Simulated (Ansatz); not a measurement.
# Run report: BSiH5, geometry relaxation

BSiH5, computed with RKS PBE0-D4/def2-TZVP (Ansatz 0.2.0).

Figures and captions count atoms from 1; the log counts them from 0 in places.

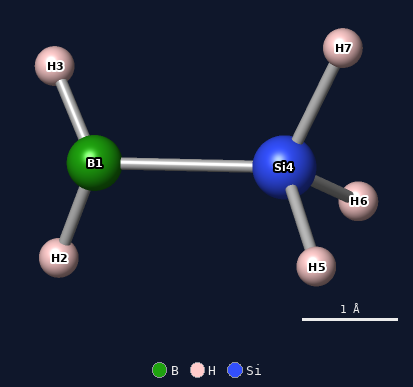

Figure 1. The input geometry (ball-and-stick view, seen at a tilt; atoms are numbered from 1 in the order of the input). Bond lengths as drawn: B–H 1.21 Å, B–Si 2.03 Å and H–Si 1.49 to 1.51 Å.

### Input
```yaml
crystal:
  periodic: [false, false, false]
  atoms:
    - {symbol: B, position_ang: [-0.978606, -0.207061, 0.619670]}
    - {symbol: H, position_ang: [-1.269836, -0.786546, 1.637473]}
    - {symbol: H, position_ang: [-1.769591, 0.644065, 0.299582]}
    - {symbol: Si, position_ang: [-0.439517, -1.499510, -0.847923]}
    - {symbol: H, position_ang: [0.872605, -2.161234, -0.518378]}
    - {symbol: H, position_ang: [-1.428489, -2.601941, -1.022181]}
    - {symbol: H, position_ang: [-0.220308, -0.913130, -2.209386]}
basis:
  gaussian: {orbitals: def2-TZVP}
hamiltonian: {xc: pbe0, dispersion: d4}
relax: {f_tol: 0.005, max_steps: 200}
```

Launched with:
```bash
ansatz run in.yaml --threads 4 --pin off --events-out ev --progress --plain --max-ram 9574MiB
```

### Output
```
Functional definition: PBE0
  name "PBE0"
  cite "Adamo & Barone, J. Chem. Phys. 110, 6158 (1999) doi:10.1063/1.478522"
  cite "Perdew, Burke & Ernzerhof, Phys. Rev. Lett. 77, 3865 (1996) doi:10.1103/PhysRevLett.77.3865"
  parent pbe
  parameter a = 0.25
  parameter kappa = 0.804
  parameter beta = 0.06672455060314922
  exchange = (1 - a)*pbe_x(kappa = kappa, mu = beta*pi^2/3) + a*exact_x
  correlation = pbe_c(beta = beta)
657 factors; their error is unknown
mean field evaluation 1: about -8628.4621 eV, gradient 1.6e1 eV
mean field evaluation 2: about -8629.0227 eV, gradient 9.1e0 eV
mean field evaluation 4: about -8629.3077 eV, gradient 3.0e-1 eV
mean field evaluation 8: about -8629.3378 eV, gradient 6.2e-3 eV
mean field -8629.33776156 eV, -317.1223135622 hartree, gradient 5.4e-5 eV, S^2 0.000000; 0 other end points of the search recorded, 0 dependent functions left out
the calculation of the forces begins
reference -8629.33779376 eV, -317.1223147453 hartree; 12, 12 occupied and 86, 86 virtual orbitals, 657 factors
relax step   1: F+E_penalty+E_count = -8629.40960120 eV  Δ(F+E_penalty+E_count) = +0.000e0 eV  max|allowed force component| = 2.356e0 eV/Å  Δτ_max = 0.0000 Å  (22 SCF iters, accepted)
these checks for a lower state are left out or cut short: starts, cluster_reference, orbital_swaps, neighbouring_geometries, increment
657 factors; their error is unknown
mean field evaluation 16: about -8629.7927 eV, gradient 2.4e-1 eV
mean field -8629.79332421 eV, -317.1390551806 hartree, gradient 6.8e-6 eV, S^2 0.000000; 0 other end points of the search recorded, 0 dependent functions left out
[... from here on the field's lines of each further geometry are left out, up to the last ...]
relax step   2: F+E_penalty+E_count = -8629.86491694 eV  Δ(F+E_penalty+E_count) = -4.553e-1 eV  max|allowed force component| = 7.535e-1 eV/Å  Δτ_max = 0.1980 Å  (27 SCF iters, accepted)
relax step   3: F+E_penalty+E_count = -8629.89331421 eV  Δ(F+E_penalty+E_count) = -2.840e-2 eV  max|allowed force component| = 5.240e-1 eV/Å  Δτ_max = 0.0969 Å  (26 SCF iters, accepted)
relax step   4: F+E_penalty+E_count = -8629.90845819 eV  Δ(F+E_penalty+E_count) = -1.514e-2 eV  max|allowed force component| = 9.729e-2 eV/Å  Δτ_max = 0.0310 Å  (28 SCF iters, accepted)
relax step   5: F+E_penalty+E_count = -8629.91001534 eV  Δ(F+E_penalty+E_count) = -1.557e-3 eV  max|allowed force component| = 6.340e-2 eV/Å  Δτ_max = 0.0341 Å  (26 SCF iters, accepted)
relax step   6: F+E_penalty+E_count = -8629.91078952 eV  Δ(F+E_penalty+E_count) = -7.742e-4 eV  max|allowed force component| = 3.872e-3 eV/Å  Δτ_max = 0.0289 Å  (26 SCF iters, accepted)
relax step   7: F+E_penalty+E_count = -8629.91089967 eV  Δ(F+E_penalty+E_count) = -1.101e-4 eV  max|allowed force component| = 1.034e-2 eV/Å  Δτ_max = 0.0184 Å  (26 SCF iters, accepted)
relax step   8: F+E_penalty+E_count = -8629.91101166 eV  Δ(F+E_penalty+E_count) = -1.120e-4 eV  max|allowed force component| = 2.199e-2 eV/Å  Δτ_max = 0.0310 Å  (26 SCF iters, accepted)
relax step   9: F+E_penalty+E_count = -8629.91109177 eV  Δ(F+E_penalty+E_count) = -8.010e-5 eV  max|allowed force component| = 2.698e-2 eV/Å  Δτ_max = 0.0209 Å  (26 SCF iters, accepted)
relax step  10: F+E_penalty+E_count = -8629.91115971 eV  Δ(F+E_penalty+E_count) = -6.794e-5 eV  max|allowed force component| = 2.709e-2 eV/Å  Δτ_max = 0.0247 Å  (26 SCF iters, accepted)
relax step  11: F+E_penalty+E_count = -8629.91112752 eV  Δ(F+E_penalty+E_count) = +3.219e-5 eV  max|allowed force component| = 3.624e-2 eV/Å  Δτ_max = 0.0156 Å  (26 SCF iters, rejected (line search))
relax step  12: F+E_penalty+E_count = -8629.91120676 eV  Δ(F+E_penalty+E_count) = -4.705e-5 eV  max|allowed force component| = 1.534e-2 eV/Å  Δτ_max = 0.0075 Å  (22 SCF iters, accepted)
relax step  13: F+E_penalty+E_count = -8629.91121796 eV  Δ(F+E_penalty+E_count) = -1.121e-5 eV  max|allowed force component| = 8.231e-3 eV/Å  Δτ_max = 0.0035 Å  (20 SCF iters, accepted)
the calculation of the forces begins
reference -8629.83957935 eV, -317.1407550256 hartree; 12, 12 occupied and 86, 86 virtual orbitals, 657 factors
relax step  14: F+E_penalty+E_count = -8629.91122129 eV  Δ(F+E_penalty+E_count) = -3.329e-6 eV  max|allowed force component| = 3.277e-3 eV/Å  Δτ_max = 0.0029 Å  (21 SCF iters, accepted)
```

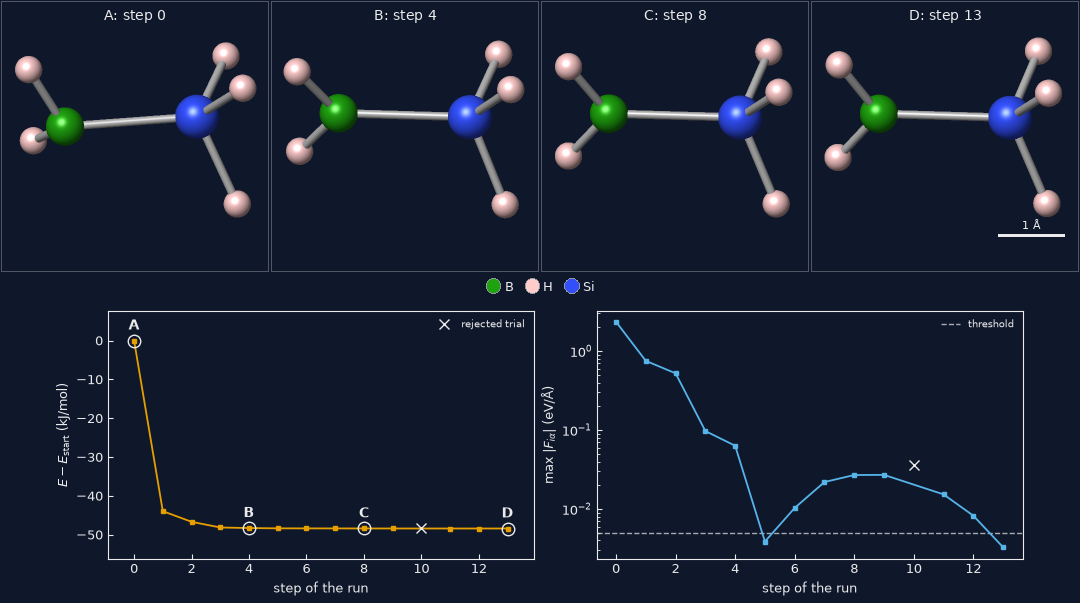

Figure 2. Frames of the relaxation (ball-and-stick view, seen at a tilt) above the curves, on which the letters mark them (the first geometry is step 0 here and step 1 in the log).

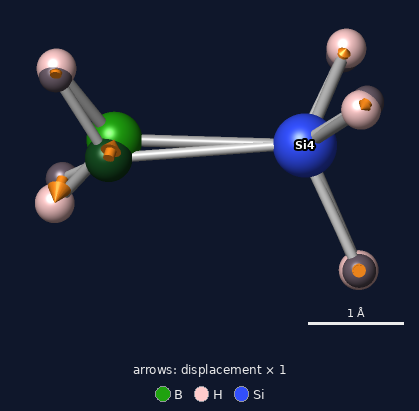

Figure 3. Start (faint) and end (solid) with the displacements as orange arrows, at true length (ball-and-stick view, seen at a tilt). The two geometries are laid on each other by the best rigid fit. The energy falls by 48.4 kJ/mol in 13 geometry steps. Largest force component: 2.4 eV/Å at the start, 0.0033 eV/Å at the end. The line search rejected the trial step at point 10 (counted from 0) and went back. The largest move after the best rigid fit is that of H2, 0.32 Å. Largest moves by element: H 0.32 Å, B 0.25 Å, Si 0.05 Å. Distances before and after: B1–Si4 2.029 → 2.008 Å, Si4–H5 1.506 → 1.488 Å, B1–H2 1.207 → 1.196 Å, Si4–H7 1.498 → 1.488 Å. Among the angles that change: H2–B1–Si4 111.6° → 121.2°, B1–Si4–H6 112.3° → 105.1°, H3–B1–Si4 115.6° → 121.3°. (Atoms are counted from 1 in the order of the input.)

```
657 factors; their error is unknown
mean field -8629.83954739 eV, -317.1407538512 hartree, gradient 2.0e-5 eV, S^2 0.000000; 1 other end points of the search recorded, 0 dependent functions left out
the calculation of the forces begins
reference -8629.83957935 eV, -317.1407550256 hartree; 12, 12 occupied and 86, 86 virtual orbitals, 657 factors
Total energy: -8629.91125325 eV, -317.1433889931 hartree
Atom 0 at    -1.172866    -0.349457     0.560754 Å, force    -0.000256     0.003277     0.000103 eV/Å
Atom 1 at    -1.019508    -0.601392     1.719456 Å, force    -0.000244    -0.000095     0.000553 eV/Å
Atom 2 at    -1.846982     0.599438     0.287076 Å, force     0.000299    -0.001267     0.000766 eV/Å
Atom 3 at    -0.410427    -1.533401    -0.870620 Å, force     0.000109    -0.001428     0.000265 eV/Å
Atom 4 at     0.832709    -2.241663    -0.460876 Å, force     0.000529    -0.000143     0.000268 eV/Å
Atom 5 at    -1.460667    -2.568741    -1.119729 Å, force    -0.000766    -0.001260    -0.000775 eV/Å
Atom 6 at    -0.156001    -0.830142    -2.157204 Å, force     0.000329     0.000916    -0.001180 eV/Å
Dipole moment:    -0.011462     0.054731     0.052239 e Å
```

### Trajectory as extended XYZ (Å, eV, eV/Å), 14 frames, from step=1 to step=14
```
7
Properties=species:S:1:pos:R:3:forces:R:3 step=1 energy=-8629.40960
B    -0.9786   -0.2071    0.6197   -2.3561  -1.6305  -0.8344
H    -1.2698   -0.7865    1.6375    0.7650   0.5741   0.3169
H    -1.7696    0.6441    0.2996    0.7822   0.5766   0.3141
Si   -0.4395   -1.4995   -0.8479    1.3850   0.2929  -0.2130
H     0.8726   -2.1612   -0.5184   -0.2204  -0.0093  -0.0191
H    -1.4285   -2.6019   -1.0222   -0.2139   0.1578   0.2819
H    -0.2203   -0.9131   -2.2094   -0.1417   0.0384   0.1536
7
Properties=species:S:1:pos:R:3:forces:R:3 step=2 energy=-8629.86492
B    -1.1315   -0.3173    0.5589   -0.7535   0.0132   0.3241
H    -1.2248   -0.7533    1.7006    0.2409   0.3083  -0.5463
H    -1.7379    0.7195    0.3214    0.4774  -0.4511   0.1216
Si   -0.3851   -1.5123   -0.8794    0.0190   0.0361   0.0073
H     0.8947   -2.1807   -0.5161   -0.0079   0.0113   0.0511
H    -1.4289   -2.5807   -1.0016    0.0218   0.0318   0.0183
H    -0.2202   -0.9005   -2.2250    0.0023   0.0505   0.0239
7
Properties=species:S:1:pos:R:3:forces:R:3 step=3 energy=-8629.89331
B    -1.1736   -0.3527    0.5552    0.1825  -0.2220  -0.3434
H    -1.1572   -0.6870    1.6800    0.0482  -0.2186   0.5240
H    -1.6945    0.6707    0.3193   -0.2614   0.5117  -0.1522
Si   -0.4203   -1.5301   -0.8792    0.0438  -0.0881  -0.0569
H     0.8760   -2.1517   -0.4579   -0.1470   0.0135  -0.0706
H    -1.4414   -2.6191   -1.0609    0.1444   0.0715  -0.0024
H    -0.2227   -0.8554   -2.1977   -0.0105  -0.0680   0.1016
7
Properties=species:S:1:pos:R:3:forces:R:3 step=4 energy=-8629.90846
B    -1.1764   -0.3457    0.5541   -0.0037  -0.0170  -0.0128
H    -1.1332   -0.7009    1.6938   -0.0166   0.0297   0.0443
H    -1.7093    0.6927    0.3040   -0.0249   0.0354   0.0382
Si   -0.4270   -1.5308   -0.8771    0.0254   0.0513   0.0211
H     0.8515   -2.1582   -0.4592    0.0886  -0.0459   0.0201
H    -1.4164   -2.6238   -1.0750   -0.0910  -0.0909  -0.0137
H    -0.2229   -0.8585   -2.1819    0.0222   0.0375  -0.0973
7
Properties=species:S:1:pos:R:3:forces:R:3 step=5 energy=-8629.91001
B    -1.1812   -0.3459    0.5578    0.0506   0.0378  -0.0138
H    -1.1206   -0.6841    1.7035   -0.0117  -0.0057  -0.0063
H    -1.7404    0.6820    0.3130   -0.0168  -0.0135   0.0053
Si   -0.4178   -1.5245   -0.8779    0.0051  -0.0634  -0.0290
H     0.8575   -2.1780   -0.4670   -0.0230   0.0167   0.0112
H    -1.4298   -2.6092   -1.0752    0.0094   0.0096   0.0002
H    -0.2015   -0.8656   -2.1954   -0.0135   0.0186   0.0323
7
Properties=species:S:1:pos:R:3:forces:R:3 step=6 energy=-8629.91079
B    -1.1760   -0.3456    0.5566    0.0004   0.0014  -0.0005
H    -1.0979   -0.6674    1.7057    0.0013   0.0022   0.0022
H    -1.7627    0.6652    0.3054   -0.0018  -0.0021  -0.0003
Si   -0.4173   -1.5299   -0.8769    0.0039  -0.0010  -0.0014
H     0.8511   -2.1906   -0.4624   -0.0001  -0.0015   0.0018
H    -1.4361   -2.6040   -1.0866   -0.0034  -0.0020  -0.0015
H    -0.1948   -0.8531   -2.1829   -0.0003   0.0030  -0.0003
7
Properties=species:S:1:pos:R:3:forces:R:3 step=7 energy=-8629.91090
B    -1.1748   -0.3459    0.5567   -0.0103  -0.0036   0.0086
H    -1.0837   -0.6563    1.7083    0.0033   0.0044  -0.0049
H    -1.7776    0.6549    0.3021    0.0047  -0.0061  -0.0022
Si   -0.4163   -1.5315   -0.8763   -0.0008   0.0101   0.0040
H     0.8478   -2.1994   -0.4608    0.0013  -0.0027  -0.0026
H    -1.4403   -2.5995   -1.0933   -0.0008   0.0013  -0.0005
H    -0.1888   -0.8477   -2.1779    0.0027  -0.0033  -0.0025
7
Properties=species:S:1:pos:R:3:forces:R:3 step=8 energy=-8629.91101
B    -1.1738   -0.3466    0.5575   -0.0179  -0.0020   0.0216
H    -1.0598   -0.6375    1.7129    0.0015   0.0085  -0.0220
H    -1.8026    0.6373    0.2970    0.0139  -0.0174  -0.0004
Si   -0.4147   -1.5332   -0.8749   -0.0045   0.0133   0.0057
H     0.8423   -2.2140   -0.4591   -0.0008  -0.0017  -0.0062
H    -1.4475   -2.5908   -1.1042    0.0046   0.0076   0.0016
H    -0.1776   -0.8405   -2.1705    0.0033  -0.0084  -0.0002
7
Properties=species:S:1:pos:R:3:forces:R:3 step=9 energy=-8629.91109
B    -1.1736   -0.3475    0.5585   -0.0159   0.0044   0.0226
H    -1.0442   -0.6248    1.7158   -0.0019   0.0093  -0.0270
H    -1.8190    0.6248    0.2934    0.0162  -0.0227   0.0031
Si   -0.4136   -1.5337   -0.8735   -0.0035   0.0103   0.0041
H     0.8386   -2.2237   -0.4590   -0.0015  -0.0014  -0.0051
H    -1.4522   -2.5839   -1.1108    0.0046   0.0070   0.0019
H    -0.1698   -0.8365   -2.1656    0.0018  -0.0070   0.0005
7
Properties=species:S:1:pos:R:3:forces:R:3 step=10 energy=-8629.91116
B    -1.1726   -0.3480    0.5602   -0.0206   0.0075   0.0153
H    -1.0289   -0.6111    1.7190   -0.0011   0.0103  -0.0271
H    -1.8379    0.6095    0.2895    0.0206  -0.0235   0.0078
Si   -0.4113   -1.5329   -0.8718    0.0034  -0.0006  -0.0007
H     0.8352   -2.2353   -0.4606   -0.0044   0.0022  -0.0019
H    -1.4577   -2.5738   -1.1160    0.0028   0.0053   0.0026
H    -0.1605   -0.8337   -2.1615   -0.0007  -0.0012   0.0040
7
Properties=species:S:1:pos:R:3:forces:R:3 step=11 energy=-8629.91113 accepted=F
B    -1.1752   -0.3511    0.5607    0.0158   0.0362   0.0109
H    -1.0172   -0.6009    1.7202   -0.0144   0.0008  -0.0198
H    -1.8466    0.6010    0.2864    0.0065  -0.0295   0.0103
Si   -0.4111   -1.5340   -0.8708   -0.0054  -0.0044   0.0024
H     0.8326   -2.2411   -0.4603   -0.0020  -0.0001   0.0007
H    -1.4607   -2.5696   -1.1208    0.0011  -0.0038  -0.0039
H    -0.1556   -0.8296   -2.1566   -0.0016   0.0008  -0.0005
7
Properties=species:S:1:pos:R:3:forces:R:3 step=12 energy=-8629.91121
B    -1.1731   -0.3492    0.5605   -0.0063   0.0123   0.0070
H    -1.0236   -0.6058    1.7193   -0.0029   0.0039  -0.0125
H    -1.8427    0.6041    0.2878    0.0097  -0.0153   0.0057
Si   -0.4108   -1.5333   -0.8711    0.0009  -0.0007   0.0013
H     0.8339   -2.2387   -0.4608   -0.0011   0.0003  -0.0005
H    -1.4594   -2.5709   -1.1178   -0.0002  -0.0008  -0.0008
H    -0.1581   -0.8315   -2.1589    0.0000   0.0003  -0.0002
7
Properties=species:S:1:pos:R:3:forces:R:3 step=13 energy=-8629.91122
B    -1.1731   -0.3495    0.5606   -0.0012   0.0082   0.0019
H    -1.0214   -0.6033    1.7193   -0.0016   0.0008  -0.0031
H    -1.8449    0.6014    0.2873    0.0030  -0.0065   0.0027
Si   -0.4106   -1.5333   -0.8708    0.0005  -0.0015   0.0007
H     0.8332   -2.2404   -0.4610    0.0003  -0.0001   0.0004
H    -1.4601   -2.5696   -1.1188   -0.0013  -0.0021  -0.0012
H    -0.1570   -0.8308   -2.1579    0.0002   0.0013  -0.0014
7
Properties=species:S:1:pos:R:3:forces:R:3 step=14 energy=-8629.91122
B    -1.1729   -0.3495    0.5608   -0.0003   0.0033   0.0001
H    -1.0195   -0.6014    1.7195   -0.0002  -0.0001   0.0006
H    -1.8470    0.5994    0.2871    0.0003  -0.0013   0.0008
Si   -0.4104   -1.5334   -0.8706    0.0001  -0.0014   0.0003
H     0.8327   -2.2417   -0.4609    0.0005  -0.0001   0.0003
H    -1.4607   -2.5687   -1.1197   -0.0008  -0.0013  -0.0008
H    -0.1560   -0.8301   -2.1572    0.0003   0.0009  -0.0012
```

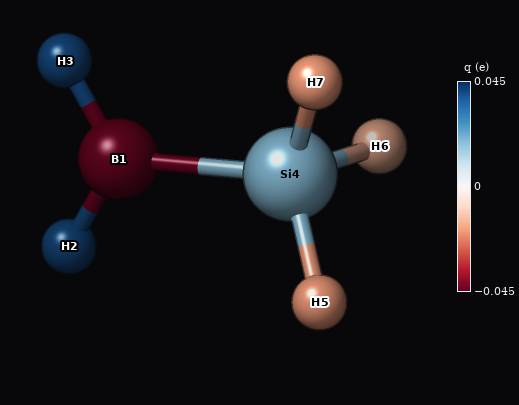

Figure 4. Mulliken charges, as the colour of each atom (ball-and-stick view, seen at a tilt; atoms are numbered from 1 in the order of the input). By element: B −0.04, H −0.02 to +0.04 and Si +0.02 e.

### Results in brief

- outcome: converged
- total energy: −8629.9113 eV
- mean-field energy: −8629.8396 eV
- dispersion energy: −0.0717 eV
- SCF solution under orbital rotations: stable
- largest force (length of the vector) at the end: 0.003 eV/Å
- dipole moment: 0.37 D
- hardware: 4 threads of Arm Neoverse V1, 23 GiB of memory available, shared host
- wall time: 9 s (CPU time 30 s)
- peak memory: 0.6 GiB
